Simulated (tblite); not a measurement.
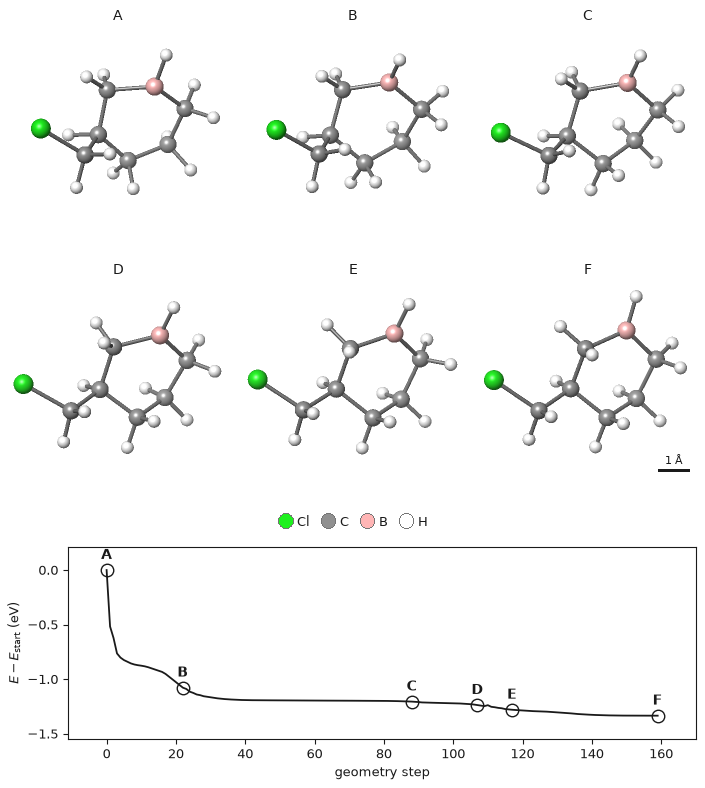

Frames of a relaxation of C6H12BCl, marked on the history of the run. A ball-and-stick model, seen at a tilt.

The calculation used tblite, GFN2-xTB geometry optimisation, gas phase. 

Question: Describe the path.

Answer: The energy falls by 1.334 eV in 159 geometry steps. An H atom moves most after the best rigid fit: 1.59 Å. Largest moves by element: H 1.59 Å, Cl 0.94 Å, C 0.65 Å, B 0.61 Å. Some distances before and after: C–C 1.450 → 1.532 Å, C–C 1.485 → 1.532 Å, C–H 1.142 → 1.095 Å, C–H 1.119 → 1.093 Å. Among the angles between lasting bonds that change: C–C–C 121.3° → 110.7°, C–C–C 120.1° → 110.7°, C–C–B 107.2° → 115.4°. Groups turn about C–C by about 85°, C–C by about 65°, C–C by about 40°. From step 0 to 22: H atoms move most (0.52 Å), energy −1.077 eV. From step 22 to 88: the Cl atom moves most (0.52 Å), energy −0.128 eV. From step 88 to 107: an H atom moves most (0.75 Å), energy −0.032 eV. From step 107 to 117: H atoms move most (0.49 Å), energy −0.043 eV. From step 117 to 159: an H atom moves most (0.54 Å), energy −0.054 eV.
